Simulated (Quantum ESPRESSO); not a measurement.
# V (Im-3m): from the cell to the phonon bands

How does V (Im-3m) vibrate, and is this structure a minimum?

Main program and level: Quantum ESPRESSO 7.5; DFT LDA, scalar-relativistic, plane waves, PseudoDojo norm-conserving pseudopotentials.

## 1. Starting point

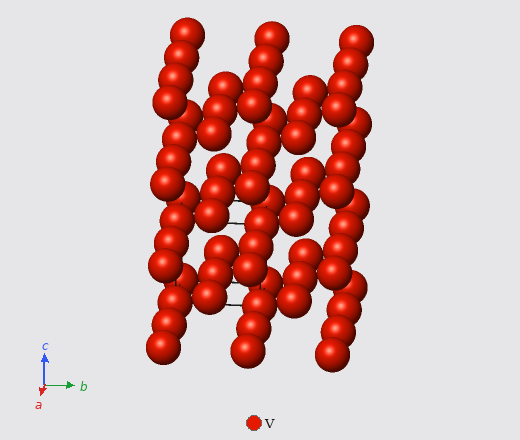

The starting structure, seen slightly off an axis (vanadium red). 3×2×3 cells are drawn. This picture shows the conventional cell, with its axes. Some periodic images of atoms are drawn too.

## 2. A probe with smearing

Before anything dear is run, a loose run with smearing shows whether this is a metal and how far the cell is from rest.

Input file probe.in:

```
&control
   calculation = 'scf'
   prefix = 'x'
   outdir = './tmp'
   pseudo_dir = './pseudo'
   tprnfor = .true.
   tstress = .true.
   verbosity = 'high'
/
&system
   ibrav = 0
   nat = 1
   ntyp = 1
   ecutwfc = 84.0
   occupations = 'smearing'
   smearing = 'gaussian'
   degauss = 0.01
/
&electrons
   conv_thr = 1.0d-07
   mixing_beta = 0.7
   electron_maxstep = 100
/
ATOMIC_SPECIES
 V      50.9415  V.upf
CELL_PARAMETERS angstrom
    -1.514350000    1.514350000    1.514350000
     1.514350000   -1.514350000    1.514350000
     1.514350000    1.514350000   -1.514350000
ATOMIC_POSITIONS crystal
 V      0.000000000   0.000000000   0.000000000
K_POINTS automatic
 8 8 8 0 0 0
```

Command:

```console
$ OMP_NUM_THREADS=1 mpirun -n 4 pw.x -nk 4 -in probe.in > probe.out
```

The log of the run:

```text
[banners, grids, parts of the stress and lines that vanish by symmetry left out]
Program PWSCF v.7.5
     Message from routine setup:
     using ibrav=0 with symmetry is DISCOURAGED, use correct ibrav instead
[...]
kinetic-energy cutoff     =      84.0000  Ry
     charge density cutoff     =     336.0000  Ry
     scf convergence threshold =      1.0E-07
[...]
Exchange-correlation= SLA  PW   NOGX NOGC
                           (   1   4   0   0   0   0   0)
[...]
48 Sym. Ops., with inversion, found
[...]
(     0          1          0      )
                  (     0          0          1      )
[...]
(  0.0000000  1.0000000 -0.0000000 )
                  ( -0.0000000 -0.0000000  1.0000000 )
[...]
(     1          0          0      )
                  (    -1         -1         -1      )
[...]
(  1.0000000 -0.0000000  0.0000000 )
                  ( -0.0000000 -1.0000000 -0.0000000 )
[...]
(    -1          0          0      )
                  (     0          0         -1      )
[...]
( -1.0000000 -0.0000000  0.0000000 )
                  (  0.0000000  1.0000000 -0.0000000 )
[...]
number of k points=    29  Gaussian smearing, width (Ry)=  0.0100
[...]
End of self-consistent calculation
[...]
the Fermi energy is    15.7726 ev
!    total energy              =    -147.51937172 Ry
[...]
convergence has been achieved in   6 iterations
[...]
atom    1 type  1   force =     0.00000000    0.00000000    0.00000000
[...]
Total force =     0.000000     Total SCF correction =     0.000000
[...]
total   stress  (Ry/bohr**3)                   (kbar)     P=     -184.65
[...]
XML data file, charge density, pseudopotentials, collected wavefunctions

   JOB DONE.
```

The job ended after 1.9 s (4 MPI ranks of Arm Neoverse V2, shared host; 6.4 s of CPU time).

This step gave:

```yaml
volume_per_atom: 13.89 Å³
pressure: -18.46 GPa
gap_on_the_k_mesh: 0 eV
```

No gap opens on this mesh, so smearing is kept; the start stands at -18 GPa.

## 3. Relaxation

The relaxation runs at a cutoff a fifth above that of the response, since stress converges more slowly with the basis than frequencies do. Forces and stress are brought to rest with tight thresholds.

Input file relax.in:

```
&control
   calculation = 'vc-relax'
   prefix = 'x'
   outdir = './tmp'
   pseudo_dir = './pseudo'
   tprnfor = .true.
   tstress = .true.
   forc_conv_thr = 2.0d-05
   etot_conv_thr = 1.0d-07
   nstep = 40
/
&system
   ibrav = 0
   nat = 1
   ntyp = 1
   ecutwfc = 101
   occupations = 'smearing'
   smearing = 'mv'
   degauss = 0.02
/
&electrons
   conv_thr = 1.0d-11
   mixing_beta = 0.7
   electron_maxstep = 100
/
&ions
/
&cell
   press_conv_thr = 0.2
/
ATOMIC_SPECIES
 V      50.9415  V.upf
CELL_PARAMETERS angstrom
    -1.514350000    1.514350000    1.514350000
     1.514350000   -1.514350000    1.514350000
     1.514350000    1.514350000   -1.514350000
ATOMIC_POSITIONS crystal
 V      0.000000000   0.000000000   0.000000000
K_POINTS automatic
 16 16 16 0 0 0
```

Command:

```console
$ OMP_NUM_THREADS=1 mpirun -n 4 pw.x -nk 4 -in relax.in > relax.out
```

The log of the run:

```text
[banners, grids, parts of the stress and lines that vanish by symmetry left out]
[banner, memory and clock lines left out]
Program PWSCF v.7.5

[...]
kinetic-energy cutoff     =     101.0000  Ry
     charge density cutoff     =     404.0000  Ry
     scf convergence threshold =      1.0E-11
[...]
energy convergence thresh.=      1.0E-07
     force convergence thresh. =      2.0E-05
     press convergence thresh. =      2.0E-01
     Exchange-correlation= SLA  PW   NOGX NOGC
                           (   1   4   0   0   0   0   0)
[...]
48 Sym. Ops., with inversion, found
[...]
number of k points=   145  Marzari-Vanderbilt smearing, width (Ry)=  0.0200
[...]
End of self-consistent calculation
[...]
the Fermi energy is    15.7578 ev
!    total energy              =    -147.51749041 Ry
[...]
convergence has been achieved in  10 iterations
[...]
atom    1 type  1   force =     0.00000000    0.00000000    0.00000000
     Total force =     0.000000     Total SCF correction =     0.000000
[...]
total   stress  (Ry/bohr**3)                   (kbar)     P=     -176.78
[...]
number of bfgs steps    =   0
[...]
CELL_PARAMETERS (angstrom)
[...]
ATOMIC_POSITIONS (crystal)
V                0.0000000000        0.0000000000        0.0000000000
[...]
New effective cutoffs (rho, wfc):  427.85  107.35
[...]
End of self-consistent calculation
[...]
the Fermi energy is    17.5574 ev
!    total energy              =    -147.52338479 Ry
[...]
convergence has been achieved in   7 iterations
[...]
atom    1 type  1   force =     0.00000000    0.00000000    0.00000000
     Total force =     0.000000     Total SCF correction =     0.000000
[...]
total   stress  (Ry/bohr**3)                   (kbar)     P=      -23.19
[...]
number of bfgs steps    =   1
[...]
CELL_PARAMETERS (angstrom)
[...]
ATOMIC_POSITIONS (crystal)
V                0.0000000000        0.0000000000        0.0000000000
[...]
New effective cutoffs (rho, wfc):  431.61  108.30
[...]
End of self-consistent calculation
[...]
the Fermi energy is    17.8279 ev
!    total energy              =    -147.52345984 Ry
[...]
convergence has been achieved in   8 iterations
[...]
atom    1 type  1   force =     0.00000000    0.00000000    0.00000000
     Total force =     0.000000     Total SCF correction =     0.000000
[...]
total   stress  (Ry/bohr**3)                   (kbar)     P=        3.63
[...]
number of bfgs steps    =   2
[...]
CELL_PARAMETERS (angstrom)
[...]
ATOMIC_POSITIONS (crystal)
V                0.0000000000        0.0000000000        0.0000000000
[...]
New effective cutoffs (rho, wfc):  431.10  108.17
[...]
End of self-consistent calculation
[...]
the Fermi energy is    17.7913 ev
!    total energy              =    -147.52346165 Ry
[...]
convergence has been achieved in   6 iterations
[...]
atom    1 type  1   force =     0.00000000    0.00000000    0.00000000
     Total force =     0.000000     Total SCF correction =     0.000000
[...]
total   stress  (Ry/bohr**3)                   (kbar)     P=       -0.05
[...]
number of bfgs steps    =   3
[...]
small trust_radius: resetting bfgs history
[...]
CELL_PARAMETERS (angstrom)
[...]
ATOMIC_POSITIONS (crystal)
V                0.0000000000        0.0000000000        0.0000000000
[...]
New effective cutoffs (rho, wfc):  431.11  108.17
[...]
End of self-consistent calculation
[...]
the Fermi energy is    17.7918 ev
!    total energy              =    -147.52346165 Ry
[...]
convergence has been achieved in   3 iterations
[...]
atom    1 type  1   force =     0.00000000    0.00000000    0.00000000
     Total force =     0.000000     Total SCF correction =     0.000000
[...]
total   stress  (Ry/bohr**3)                   (kbar)     P=       -0.00
[...]
bfgs converged in   5 scf cycles and   4 bfgs steps
[...]
End of BFGS Geometry Optimization
     Final enthalpy           =    -147.5234616466 Ry
     File ./tmp/x.bfgs deleted, as requested
[...]
CELL_PARAMETERS (angstrom)
[...]
ATOMIC_POSITIONS (crystal)
V                0.0000000000        0.0000000000        0.0000000000
[...]
Final scf calculation at the relaxed structure.
[...]
kinetic-energy cutoff     =     101.0000  Ry
     charge density cutoff     =     404.0000  Ry
     scf convergence threshold =      1.0E-13
[...]
press convergence thresh. =      2.0E-01
     Exchange-correlation= SLA  PW   NOGX NOGC
                           (   1   4   0   0   0   0   0)
[...]
48 Sym. Ops., with inversion, found
[...]
number of k points=   145  Marzari-Vanderbilt smearing, width (Ry)=  0.0200
[...]
End of self-consistent calculation
[...]
the Fermi energy is    17.7918 ev
!    total energy              =    -147.52345784 Ry
[...]
convergence has been achieved in  12 iterations
[...]
atom    1 type  1   force =     0.00000000    0.00000000    0.00000000
     Total force =     0.000000     Total SCF correction =     0.000000
[...]
total   stress  (Ry/bohr**3)                   (kbar)     P=       -0.03
[...]
XML data file, charge density, pseudopotentials, collected wavefunctions
```

Elapsed: 28 s, on 4 MPI ranks; 1.9 min of CPU time.

Step by step:

```tsv
step	energy less that of the first step (eV)	largest force (eV/Å)	pressure (GPa)	volume (Å³)
1	0.0000	0.0000	-17.68	13.89
2	-0.0802	0.0000	-2.32	12.68
3	-0.0812	0.0000	0.36	12.51
4	-0.0812	0.0000	-0.01	12.53
5	-0.0812	0.0000	0.00	12.53
6	-0.0812	0.0000	0.00	12.53
```

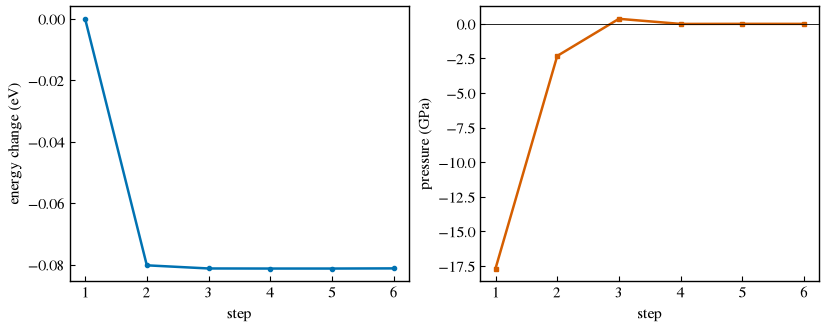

Energy and pressure along the relaxation.

```tsv
conventional cell, symmetrised	before	after	change
a (Å)	3.029	2.927	-3.4 %
b (Å)	3.029	2.927	-3.4 %
c (Å)	3.029	2.927	-3.4 %
volume (Å³/atom)	13.89	12.53	-9.8 %
```

Final coordinates:

```
V
1.0
    -1.46330    1.46330    1.46330
     1.46330   -1.46330    1.46330
     1.46330    1.46330   -1.46330
V
1
Direct
  0.00000 0.00000 0.00000
```

The last row of the table of steps is pw.x's closing run on a basis chosen anew for the final cell, so its energy can jump.

Numbers from this step:

- volume per atom: 12.53 Å³
- pressure: -0.003000 GPa

The volume changes by -9.8 % from the cell with which this run began.

## 4. Self-consistent run for the response

The response is built on this ground state, so it is converged far tighter than an energy would need. Smearing stays on, as the first look found no gap above 0.3 eV.

Input file scf.in:

```
&control
   calculation = 'scf'
   prefix = 'x'
   outdir = './tmp'
   pseudo_dir = './pseudo'
   tprnfor = .true.
   tstress = .true.
/
&system
   ibrav = 0
   nat = 1
   ntyp = 1
   ecutwfc = 84.0
   occupations = 'smearing'
   smearing = 'mv'
   degauss = 0.02
/
&electrons
   conv_thr = 1.0d-12
   mixing_beta = 0.7
   electron_maxstep = 100
/
ATOMIC_SPECIES
 V      50.9415  V.upf
CELL_PARAMETERS angstrom
    -1.463297054    1.463297054    1.463297054
     1.463297054   -1.463297054    1.463297054
     1.463297054    1.463297054   -1.463297054
ATOMIC_POSITIONS crystal
 V      0.000000000   0.000000000   0.000000000
K_POINTS automatic
 16 16 16 0 0 0
```

Command:

```console
$ OMP_NUM_THREADS=1 mpirun -n 4 pw.x -nk 4 -in scf.in > scf.out
```

The log of the run:

```text
[banners, grids, parts of the stress and lines that vanish by symmetry left out]
[banner, memory and clock lines left out]
Program PWSCF v.7.5

[...]
kinetic-energy cutoff     =      84.0000  Ry
     charge density cutoff     =     336.0000  Ry
     scf convergence threshold =      1.0E-12
[...]
Exchange-correlation= SLA  PW   NOGX NOGC
                           (   1   4   0   0   0   0   0)
[...]
48 Sym. Ops., with inversion, found
[...]
number of k points=   145  Marzari-Vanderbilt smearing, width (Ry)=  0.0200
[...]
End of self-consistent calculation
[...]
the Fermi energy is    17.7918 ev
!    total energy              =    -147.52344104 Ry
[...]
convergence has been achieved in  10 iterations
[...]
atom    1 type  1   force =     0.00000000    0.00000000    0.00000000
     Total force =     0.000000     Total SCF correction =     0.000000
[...]
total   stress  (Ry/bohr**3)                   (kbar)     P=       -0.14
[...]
XML data file, charge density, pseudopotentials, collected wavefunctions
```

Wall time 6.6 s (4 MPI ranks); 26 s of CPU time.

Numbers from this step:

```yaml
pressure: -0.01400 GPa
```

The cell stands at -0.014 GPa, close enough for phonons.

## 5. Levels on a dense mesh

The coupling is a sum over pairs of states at the Fermi level and needs a much denser mesh than the density does.

scf_fit.in, as its differences from scf.in of step 4:

```diff
@@ -16,5 +16,6 @@
    degauss = 0.02
+   la2F = .true.
 /
 &electrons
-   conv_thr = 1.0d-12
+   conv_thr = 1.0d-10
    mixing_beta = 0.7
@@ -31,2 +32,2 @@
 K_POINTS automatic
- 16 16 16 0 0 0
+ 32 32 32 0 0 0
```

Command:

```console
$ OMP_NUM_THREADS=1 mpirun -n 4 pw.x -nk 4 -in scf_fit.in > scf_fit.out
```

The log of the run:

```text
[banners, grids, parts of the stress and lines that vanish by symmetry left out]
[banner, memory and clock lines left out]
Program PWSCF v.7.5

[...]
kinetic-energy cutoff     =      84.0000  Ry
     charge density cutoff     =     336.0000  Ry
     scf convergence threshold =      1.0E-10
[...]
Exchange-correlation= SLA  PW   NOGX NOGC
                           (   1   4   0   0   0   0   0)
[...]
48 Sym. Ops., with inversion, found
[...]
number of k points=   897  Marzari-Vanderbilt smearing, width (Ry)=  0.0200
[...]
End of self-consistent calculation
[...]
the Fermi energy is    17.7827 ev
!    total energy              =    -147.52352111 Ry
[...]
convergence has been achieved in   9 iterations
[...]
atom    1 type  1   force =     0.00000000    0.00000000    0.00000000
     Total force =     0.000000     Total SCF correction =     0.000000
[...]
total   stress  (Ry/bohr**3)                   (kbar)     P=       -0.00
[...]
XML data file, charge density, pseudopotentials, collected wavefunctions
```

It took 33 s on 4 MPI ranks; 2.2 min of CPU time.

This step gave:

* pressure: 0 GPa

## 6. Self-consistent run for the response

The run on the dense mesh left its levels for the electron-phonon sums; ph.x needs the ground state on the coarse mesh, so pw.x runs once more in the same folder.

scf.in is that of step 4.

Command:

```console
$ OMP_NUM_THREADS=1 mpirun -n 4 pw.x -nk 4 -in scf.in > scf.out
```

The log of the run:

```text
[banners, grids, parts of the stress and lines that vanish by symmetry left out]
[banner, memory and clock lines left out]
Program PWSCF v.7.5

[...]
kinetic-energy cutoff     =      84.0000  Ry
     charge density cutoff     =     336.0000  Ry
     scf convergence threshold =      1.0E-12
[...]
Exchange-correlation= SLA  PW   NOGX NOGC
                           (   1   4   0   0   0   0   0)
[...]
48 Sym. Ops., with inversion, found
[...]
number of k points=   145  Marzari-Vanderbilt smearing, width (Ry)=  0.0200
[...]
End of self-consistent calculation
[...]
the Fermi energy is    17.7918 ev
!    total energy              =    -147.52344104 Ry
[...]
convergence has been achieved in  10 iterations
[...]
atom    1 type  1   force =     0.00000000    0.00000000    0.00000000
     Total force =     0.000000     Total SCF correction =     0.000000
[...]
total   stress  (Ry/bohr**3)                   (kbar)     P=       -0.14
[...]
XML data file, charge density, pseudopotentials, collected wavefunctions
```

It took 6.7 s on 4 MPI ranks.

This step gave:

| Quantity | Value |
| --- | --- |
| pressure | -0.01400 GPa |

(Part 1 of 3 ends here.)

[Host names and launcher messages were left out of these logs when they were recorded.]

[Logs are printed without paths, hosts, clocks, repeated set-up lines and the standing remarks that a program may print on its own settings, such as how far it seeks lower states.]

[Hosts, paths, dates, database ids (printed as entryN), source tags and the programs' standing remarks are cut or masked in the printed files.]
